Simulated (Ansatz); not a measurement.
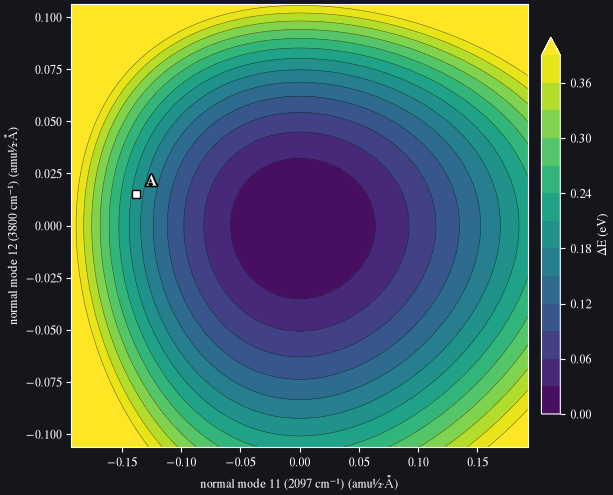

CH3OSi, SMILES O[C-]=[SiH2], charge −1. First axis: normal mode 11 (2097 cm⁻¹). Second axis: normal mode 12 (3800 cm⁻¹). Nothing is relaxed (straight displacements along the two mass-weighted modes). The grid has 15 × 15 points. Energies are in eV, from the lowest grid point. These are results of RKS PBE0-D4/def2-TZVPD in Ansatz, not measurements.

In the figure: filled contours, one colour for all values above the top of the scale, the point A. Between grid points the surface is interpolated.

Which way does the force act at A, and how strong is it?

A, at normal mode 11 (2097 cm⁻¹) = −0.138 amu½·Å, normal mode 12 (3800 cm⁻¹) = 0.015 amu½·Å, is not a stationary point. The computed force is 3.1 eV for each amu½·Å towards larger values of normal mode 11 (2097 cm⁻¹) and 0.86 eV for each amu½·Å towards smaller values of normal mode 12 (3800 cm⁻¹).
